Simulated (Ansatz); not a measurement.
## Run report: Si$_{2}$H$_{7}$ClO, nudged elastic band

Si$_{2}$H$_{7}$ClO, computed with RKS PBE0-D4/def2-SVP (Ansatz 0.2.0).

Figures and captions count atoms from 1; the log counts them from 0 in places.

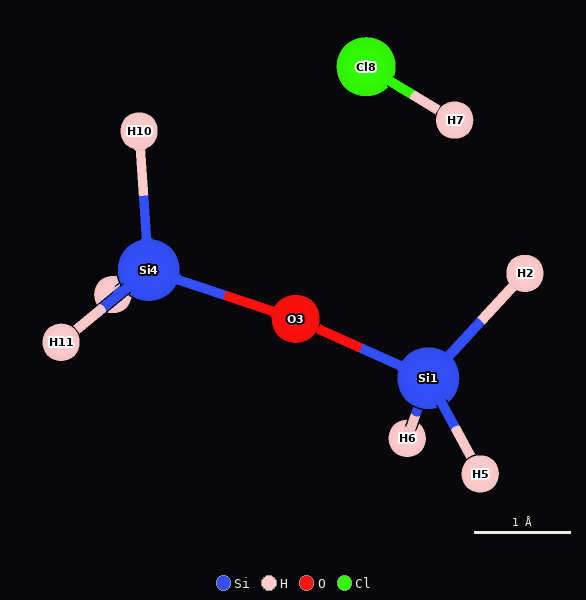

The structure as given in the input (ball-and-stick view, seen at a tilt; atoms are numbered from 1 in the order of the input).

## Input file
```yaml
crystal:
  periodic: [false, false, false]
  atoms:
    - {symbol: Si, position_ang: [-1.046943, 0.891723, -0.801064]}
    - {symbol: H, position_ang: [-0.026658, 1.936684, -1.112110]}
    - {symbol: O, position_ang: [-0.308944, -0.546687, -0.619569]}
    - {symbol: Si, position_ang: [0.261409, -1.702389, 0.392867]}
    - {symbol: H, position_ang: [-1.996651, 0.816634, -1.936798]}
    - {symbol: H, position_ang: [-1.760128, 1.286854, 0.440699]}
    - {symbol: H, position_ang: [1.522441, 1.954321, 0.246163]}
    - {symbol: Cl, position_ang: [2.074182, 1.534328, 1.326047]}
    - {symbol: H, position_ang: [-0.081212, -1.367863, 1.798973]}
    - {symbol: H, position_ang: [1.732080, -1.808589, 0.239553]}
    - {symbol: H, position_ang: [-0.369679, -2.994916, 0.025139]}
basis:
  gaussian: {orbitals: def2-SVP}
hamiltonian: {xc: pbe0, dispersion: d4}
neb:
  images: 5
  climbing: true
  max_iterations: 40
  initial_path: idpp
  final_atoms:
    - {symbol: Si, position_ang: [-1.254932, 0.994735, 0.543133]}
    - {symbol: H, position_ang: [1.265731, 0.844187, -2.107652]}
    - {symbol: O, position_ang: [-0.728400, -0.528080, 0.410826]}
    - {symbol: Si, position_ang: [0.499327, -1.599449, 0.216576]}
    - {symbol: H, position_ang: [-1.626037, 1.528696, -0.784434]}
    - {symbol: H, position_ang: [-2.384127, 1.033851, 1.494280]}
    - {symbol: H, position_ang: [1.430807, 1.304416, -1.542936]}
    - {symbol: Cl, position_ang: [0.231113, 2.197723, 1.292800]}
    - {symbol: H, position_ang: [0.180288, -2.809839, 1.011172]}
    - {symbol: H, position_ang: [1.775486, -1.005219, 0.684698]}
    - {symbol: H, position_ang: [0.610643, -1.960920, -1.218563]}
```

Hardware: 4 threads of AMD EPYC, 180 GiB of memory available, shared host.

Launch command:
```bash
ansatz run in.yaml --threads 4 --pin off --events-out ev --progress --plain --max-ram 9574MiB
```

## What the program printed
```
Functional definition: PBE0
  name "PBE0"
  cite "Adamo & Barone, J. Chem. Phys. 110, 6158 (1999) doi:10.1063/1.478522"
  cite "Perdew, Burke & Ernzerhof, Phys. Rev. Lett. 77, 3865 (1996) doi:10.1103/PhysRevLett.77.3865"
  parent pbe
  parameter a = 0.25
  parameter kappa = 0.804
  parameter beta = 0.06672455060314922
  exchange = (1 - a)*pbe_x(kappa = kappa, mu = beta*pi^2/3) + a*exact_x
  correlation = pbe_c(beta = beta)
1041 factors; integrals over basis functions are off by at most 4.8e-4 eV
mean field evaluation 1: about -30413.5022 eV, gradient 4.4e1 eV
mean field evaluation 2: about -30406.7965 eV, gradient 7.4e1 eV
mean field evaluation 4: about -30416.9098 eV, gradient 1.3e0 eV
mean field evaluation 8: about -30416.9122 eV, gradient 7.3e-3 eV
mean field -30416.91219452 eV, -1117.8009058249 hartree, gradient 5.0e-5 eV, S^2 0.000000; 0 other end points of the search recorded, 0 dependent functions left out
the calculation of the forces begins
reference -30416.91222446 eV, -1117.8009069253 hartree; 30, 30 occupied and 73, 73 virtual orbitals, 1041 factors
1045 factors; integrals over basis functions are off by at most 5.8e-4 eV
mean field evaluation 16: about -30417.6232 eV, gradient 4.6e0 eV
mean field -30417.67257238 eV, -1117.8288491958 hartree, gradient 9.9e-6 eV, S^2 0.000000; 0 other end points of the search recorded, 0 dependent functions left out
[... from here on the field's lines of each further geometry are left out, up to the last ...]
WARN: NEB end point (image 0): max|allowed force component| = 5.307e-1 eV/Å (the criterion of neb.relax_end_points is 1.000e-2). That is over neb.f_tol: it is no minimum, so the barrier can be far off. Relax it first
WARN: NEB end point (image 6): max|allowed force component| = 6.169e-1 eV/Å (the criterion of neb.relax_end_points is 1.000e-2). That is over neb.f_tol: it is no minimum, so the barrier can be far off. Relax it first
NEB iter   1: max|band force component| = 3.895e0 eV/Å  barrier→ = 4.6041 eV  barrier← = 5.3776 eV  Δτ_max = 0.2000 Å  (174 SCF iters)
NEB iter   2: max|band force component| = 3.273e0 eV/Å  barrier→ = 3.0031 eV  barrier← = 3.7766 eV  Δτ_max = 0.2000 Å  (141 SCF iters)
NEB iter   3: max|band force component| = 5.010e0 eV/Å  barrier→ = 1.9421 eV  barrier← = 2.7156 eV  Δτ_max = 0.1004 Å  (133 SCF iters)
NEB iter   4: max|band force component| = 1.807e0 eV/Å  barrier→ = 1.2902 eV  barrier← = 2.0638 eV  Δτ_max = 0.2000 Å  (131 SCF iters)
NEB iter   5: max|band force component| = 3.587e0 eV/Å  barrier→ = 1.0762 eV  barrier← = 1.8497 eV  Δτ_max = 0.1006 Å  (125 SCF iters)
NEB iter   6: max|band force component| = 7.657e-1 eV/Å  barrier→ = 0.7877 eV  barrier← = 1.5612 eV  Δτ_max = 0.1211 Å  (122 SCF iters)
NEB iter   7: max|band force component| = 6.573e-1 eV/Å  barrier→ = 0.7834 eV  barrier← = 1.5570 eV  Δτ_max = 0.1911 Å  (115 SCF iters)
NEB iter   8: max|band force component| = 9.513e-1 eV/Å  barrier→ = 0.6288 eV  barrier← = 1.4024 eV  CI = image 2  Δτ_max = 0.2000 Å  (116 SCF iters)
NEB iter   9: max|band force component| = 9.532e-1 eV/Å  barrier→ = 0.8657 eV  barrier← = 1.6393 eV  CI = image 2  Δτ_max = 0.2000 Å  (119 SCF iters)
NEB iter  10: max|band force component| = 1.298e0 eV/Å  barrier→ = 1.1279 eV  barrier← = 1.9014 eV  CI = image 2  Δτ_max = 0.1007 Å  (124 SCF iters)
NEB iter  11: max|band force component| = 1.367e0 eV/Å  barrier→ = 1.1729 eV  barrier← = 1.9464 eV  CI = image 2  Δτ_max = 0.1995 Å  (115 SCF iters)
NEB iter  12: max|band force component| = 1.270e0 eV/Å  barrier→ = 1.2664 eV  barrier← = 2.0399 eV  CI = image 2  Δτ_max = 0.1992 Å  (119 SCF iters)
NEB iter  13: max|band force component| = 1.193e0 eV/Å  barrier→ = 1.2876 eV  barrier← = 2.0611 eV  CI = image 2  Δτ_max = 0.1987 Å  (117 SCF iters)
NEB iter  14: max|band force component| = 1.019e0 eV/Å  barrier→ = 1.3182 eV  barrier← = 2.0917 eV  CI = image 2  Δτ_max = 0.1968 Å  (116 SCF iters)
NEB iter  15: max|band force component| = 5.850e-1 eV/Å  barrier→ = 1.3824 eV  barrier← = 2.1560 eV  CI = image 2  Δτ_max = 0.2000 Å  (125 SCF iters)
NEB iter  16: max|band force component| = 4.855e-1 eV/Å  barrier→ = 1.3738 eV  barrier← = 2.1473 eV  CI = image 2  Δτ_max = 0.1990 Å  (121 SCF iters)
NEB iter  17: max|band force component| = 5.611e-1 eV/Å  barrier→ = 1.3548 eV  barrier← = 2.1283 eV  CI = image 2  Δτ_max = 0.0753 Å  (124 SCF iters)
NEB iter  18: max|band force component| = 3.975e-1 eV/Å  barrier→ = 1.3399 eV  barrier← = 2.1135 eV  CI = image 2  Δτ_max = 0.0829 Å  (113 SCF iters)
NEB iter  19: max|band force component| = 3.129e-1 eV/Å  barrier→ = 1.3342 eV  barrier← = 2.1077 eV  CI = image 2  Δτ_max = 0.0696 Å  (115 SCF iters)
NEB iter  20: max|band force component| = 2.337e-1 eV/Å  barrier→ = 1.3291 eV  barrier← = 2.1026 eV  CI = image 2  Δτ_max = 0.0732 Å  (113 SCF iters)
NEB iter  21: max|band force component| = 1.354e-1 eV/Å  barrier→ = 1.3249 eV  barrier← = 2.0984 eV  CI = image 2  Δτ_max = 0.1004 Å  (114 SCF iters)
NEB iter  22: max|band force component| = 3.090e-1 eV/Å  barrier→ = 1.3223 eV  barrier← = 2.0958 eV  CI = image 2  Δτ_max = 0.0502 Å  (114 SCF iters)
NEB iter  23: max|band force component| = 5.606e-2 eV/Å  barrier→ = 1.3206 eV  barrier← = 2.0941 eV  CI = image 2  Δτ_max = 0.0985 Å  (110 SCF iters)
NEB iter  24: max|band force component| = 3.855e-1 eV/Å  barrier→ = 1.3198 eV  barrier← = 2.0933 eV  CI = image 2  Δτ_max = 0.0505 Å  (113 SCF iters)
NEB iter  25: max|band force component| = 1.027e-1 eV/Å  barrier→ = 1.3194 eV  barrier← = 2.0929 eV  CI = image 2  Δτ_max = 0.0996 Å  (115 SCF iters)
NEB iter  26: max|band force component| = 1.278e-1 eV/Å  barrier→ = 1.3194 eV  barrier← = 2.0929 eV  CI = image 2  Δτ_max = 0.0500 Å  (114 SCF iters)
NEB iter  27: max|band force component| = 1.196e-1 eV/Å  barrier→ = 1.3191 eV  barrier← = 2.0926 eV  CI = image 2  Δτ_max = 0.0499 Å  (116 SCF iters)
NEB iter  28: max|band force component| = 5.806e-2 eV/Å  barrier→ = 1.3189 eV  barrier← = 2.0925 eV  CI = image 2  Δτ_max = 0.0351 Å  (113 SCF iters)
the calculation of the forces begins
reference -30417.70065660 eV, -1117.8298812719 hartree; 30, 30 occupied and 73, 73 virtual orbitals, 1045 factors
these checks for a lower state are left out or cut short: stability, starts, cluster_reference, orbital_swaps, neighbouring_geometries, increment
1044 factors; integrals over basis functions are off by at most 5.3e-4 eV
mean field -30417.69921780 eV, -1117.8298283972 hartree, gradient 2.7e-6 eV, S^2 0.000000; 0 other end points of the search recorded, 0 dependent functions left out
the calculation of the forces begins
reference -30417.69924749 eV, -1117.8298294883 hartree; 30, 30 occupied and 73, 73 virtual orbitals, 1044 factors
NEB iter  29: max|band force component| = 3.940e-2 eV/Å  barrier→ = 1.3189 eV  barrier← = 2.0924 eV  CI = image 2  CI's point: of a kind that is not told: the force calls were inconclusive, a negative curvature could not be distinguished from the path's own, the only one lies far off the path, or fixed occupations may fill a level only in part  Δτ_max = 0.0000 Å  (916 SCF iters)
```

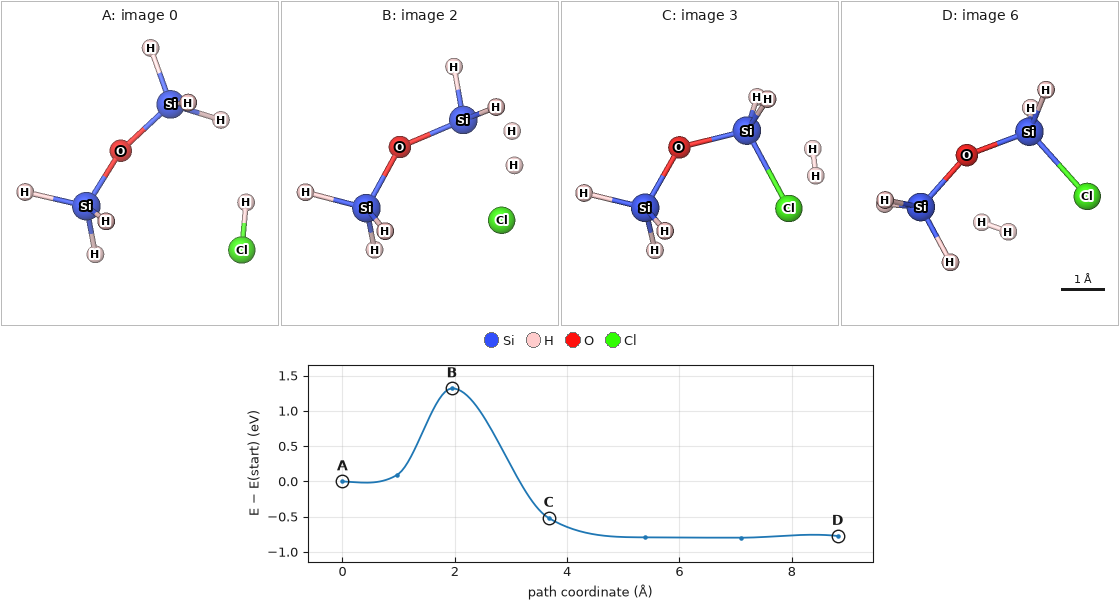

Images of the last band (counted from 0; ball-and-stick, seen at a tilt) above the energy along the path; the line is a cubic interpolation that uses the forces. The highest image is number 2, 1.319 eV above the start and 2.092 eV above the end (the climbing image); the end lies 0.774 eV below the start. The path is 8.82 Å long. The band converged in 29 iterations. The end points carry forces over 0.1 eV/Å, so they aren't fully relaxed minima and the barriers are approximate.

```
WARN: NEB end point (image 6): the path dips 0.024141 eV below it before the top, so the barrier from the dip is that much higher. The path crosses a lower well, or the end point is a saddle point, which neb.relax_end_points tests for
Total energy: -30415.79798085 eV, -1117.7599592279 hartree
Atom 0 at    -0.797451     0.953952    -0.425810 Å, force    -0.004030    -0.003594     0.002692 eV/Å
Atom 1 at     0.273216     2.098140    -1.181113 Å, force     0.002512    -0.000232    -0.003024 eV/Å
Atom 2 at    -0.544805    -0.655660    -0.385091 Å, force     0.009840     0.002437    -0.000690 eV/Å
Atom 3 at     0.350566    -1.811297     0.458916 Å, force    -0.009991    -0.000016     0.003476 eV/Å
Atom 4 at    -1.518273     1.119558    -1.722397 Å, force    -0.006460     0.000512    -0.003311 eV/Å
Atom 5 at    -1.525417     1.689248     0.630294 Å, force    -0.002161     0.000961     0.000413 eV/Å
Atom 6 at     0.776710     1.916384    -0.455987 Å, force     0.003223    -0.002611     0.005223 eV/Å
Atom 7 at     1.255807     1.212198     1.063366 Å, force     0.000820     0.001910    -0.000037 eV/Å
Atom 8 at     0.233290    -1.619458     1.929336 Å, force     0.001166     0.000112    -0.003261 eV/Å
Atom 9 at     1.767533    -1.791357     0.010517 Å, force     0.005325    -0.000386    -0.002375 eV/Å
Atom 10 at    -0.271279    -3.111608     0.077869 Å, force    -0.000245     0.000907     0.000894 eV/Å
Dipole moment:    -0.262500     0.096996    -0.311076 e Å
```

## The last band as extended XYZ (Å, eV, eV/Å)
```
11
Properties=species:S:1:pos:R:3:forces:R:3 image=0 energy=-30417.11683
Si   -1.0469    0.8917   -0.8011   -0.2555   0.5307  -0.1263
H    -0.0267    1.9367   -1.1121    0.0726   0.1213  -0.0235
O    -0.3089   -0.5467   -0.6196    0.0710  -0.1254  -0.3124
Si    0.2614   -1.7024    0.3929    0.2559  -0.4204   0.3255
H    -1.9967    0.8166   -1.9368   -0.1017   0.0258  -0.1014
H    -1.7601    1.2869    0.4407   -0.0774   0.0549   0.1219
H     1.5224    1.9543    0.2462   -0.0612   0.0623  -0.1769
Cl    2.0742    1.5343    1.3260    0.0323  -0.0935   0.1511
H    -0.0812   -1.3679    1.7990   -0.0329   0.0209   0.1509
H     1.7321   -1.8086    0.2396    0.1423  -0.0368   0.0036
H    -0.3697   -2.9949    0.0251   -0.0453  -0.1396  -0.0125
11
Properties=species:S:1:pos:R:3:forces:R:3 image=1 energy=-30417.02262
Si   -0.9741    0.9753   -0.6985   -0.0894   0.0378  -0.1598
H     0.1483    1.8794   -1.1718   -0.0684  -0.1432   0.0147
O    -0.4776   -0.5667   -0.4244    0.0368   0.0441  -0.0054
Si    0.3396   -1.7475    0.4193   -0.0324   0.0413  -0.0155
H    -1.9051    0.9823   -1.8474   -0.2492  -0.0735  -0.0678
H    -1.5721    1.6067    0.5136   -0.0126  -0.0444  -0.0639
H     1.1404    1.8192    0.0340    0.2201  -0.0605   0.2982
Cl    1.5837    1.4210    1.2014    0.2072   0.1162   0.0522
H     0.2029   -1.5583    1.8936   -0.0105   0.0341  -0.0351
H     1.7788   -1.7511    0.0338    0.0093   0.0143  -0.0008
H    -0.2649   -3.0601    0.0465   -0.0109   0.0337  -0.0169
11
Properties=species:S:1:pos:R:3:forces:R:3 image=2 energy=-30415.79795
Si   -0.7975    0.9540   -0.4258   -0.0040  -0.0036   0.0027
H     0.2732    2.0981   -1.1811    0.0025  -0.0002  -0.0030
O    -0.5448   -0.6557   -0.3851    0.0098   0.0024  -0.0007
Si    0.3506   -1.8113    0.4589   -0.0100   0.0000   0.0035
H    -1.5183    1.1196   -1.7224   -0.0065   0.0005  -0.0033
H    -1.5254    1.6892    0.6303   -0.0022   0.0010   0.0004
H     0.7767    1.9164   -0.4560    0.0032  -0.0026   0.0052
Cl    1.2558    1.2122    1.0634    0.0008   0.0019   0.0000
H     0.2333   -1.6195    1.9293    0.0012   0.0001  -0.0033
H     1.7675   -1.7914    0.0105    0.0053  -0.0004  -0.0024
H    -0.2713   -3.1116    0.0779   -0.0002   0.0009   0.0009
11
Properties=species:S:1:pos:R:3:forces:R:3 image=3 energy=-30417.63427
Si   -0.8526    0.8259   -0.0463    0.0089  -0.0215   0.1398
H     0.7800    2.4016   -1.8939    0.1595   0.1448  -0.2234
O    -0.7962   -0.8143   -0.1151   -0.0735  -0.0842   0.0850
Si    0.2088   -1.9466    0.6040   -0.0237  -0.0473   0.0064
H    -1.0405    1.3196   -1.4331    0.1648   0.0841   0.1142
H    -1.8994    1.3933    0.8302   -0.1812  -0.1413   0.1090
H     1.2081    2.3005   -1.2742    0.1418   0.1629  -0.2393
Cl    0.9330    1.3665    0.9080   -0.1675   0.0495  -0.0219
H     0.2731   -1.6946    2.0718    0.0086  -0.0656   0.0262
H     1.5819   -1.8784    0.0243   -0.0377  -0.0061  -0.0107
H    -0.3962   -3.2734    0.3243    0.0001  -0.0753   0.0147
11
Properties=species:S:1:pos:R:3:forces:R:3 image=4 energy=-30417.90984
Si   -1.0755    0.9961    0.2059    0.0026   0.0082  -0.0012
H     1.6330    1.6642   -2.5846    0.0038  -0.0041  -0.0023
O    -0.8382   -0.6273    0.2004   -0.0099  -0.0069   0.0029
Si    0.1717   -1.8632    0.6824    0.0071   0.0068   0.0011
H    -1.3068    1.4772   -1.1784   -0.0016   0.0003   0.0033
H    -2.1956    1.3498    1.1146    0.0041  -0.0023  -0.0014
H     1.6001    1.7840   -1.8334    0.0003   0.0010   0.0000
Cl    0.6309    1.9256    0.9301   -0.0048  -0.0006   0.0013
H     0.4876   -1.7323    2.1349   -0.0006  -0.0020  -0.0014
H     1.4364   -1.8290   -0.1072   -0.0010   0.0013  -0.0006
H    -0.5436   -3.1450    0.4352    0.0000  -0.0016  -0.0016
11
Properties=species:S:1:pos:R:3:forces:R:3 image=5 energy=-30417.91450
Si   -1.0078    1.2404    0.2487   -0.0020   0.0001  -0.0009
H     1.2919    0.4583   -2.4861    0.0001   0.0017  -0.0005
O    -0.7799   -0.3828    0.1697    0.0048   0.0030   0.0090
Si    0.2009   -1.6439    0.6462   -0.0012  -0.0021  -0.0028
H    -1.4350    1.7479   -1.0778   -0.0001   0.0004  -0.0013
H    -1.9866    1.5755    1.3150   -0.0005  -0.0008  -0.0013
H     1.4915    0.9164   -1.9119    0.0013   0.0004   0.0008
Cl    0.7820    2.1577    0.7484   -0.0010  -0.0003  -0.0019
H     0.1744   -1.7769    2.1328   -0.0001   0.0007  -0.0003
H     1.6015   -1.4077    0.1933   -0.0005  -0.0016  -0.0011
H    -0.3331   -2.8849    0.0215   -0.0008  -0.0016   0.0002
11
Properties=species:S:1:pos:R:3:forces:R:3 image=6 energy=-30417.89036
Si   -0.9305    1.3701    0.3409   -0.2979   0.6169  -0.1434
H     0.9101   -0.1593   -2.4297   -0.2457  -0.3959  -0.2364
O    -0.7010   -0.1961    0.6696   -0.2597  -0.1547   0.1547
Si    0.2648   -1.5227    0.6825    0.3017  -0.5238   0.0156
H    -1.4824    1.5353   -1.0205   -0.0738   0.0258  -0.1304
H    -1.8099    1.9558    1.3729   -0.0975   0.0653   0.0857
H     1.2645    0.4037   -2.0899    0.2432   0.4074   0.2562
Cl    0.8575    2.3785    0.4027    0.2892   0.1231  -0.0011
H    -0.0721   -2.3222    1.8847   -0.0076  -0.0983   0.1088
H     1.6910   -1.1165    0.7249    0.1524   0.0334   0.0053
H     0.0080   -2.3266   -0.5383   -0.0044  -0.0993  -0.1152
```

## Key numbers

```json
{"quantity": "outcome", "value": "converged"}
{"quantity": "barrier, forward", "value": "1.319 eV"}
{"quantity": "barrier, backward", "value": "2.092 eV"}
{"quantity": "dipole moment (one image of the band)", "value": "2.01 D"}
{"quantity": "wall time", "value": "6.9 min (CPU time 23 min)"}
{"quantity": "peak memory", "value": "0.56 GiB"}
```
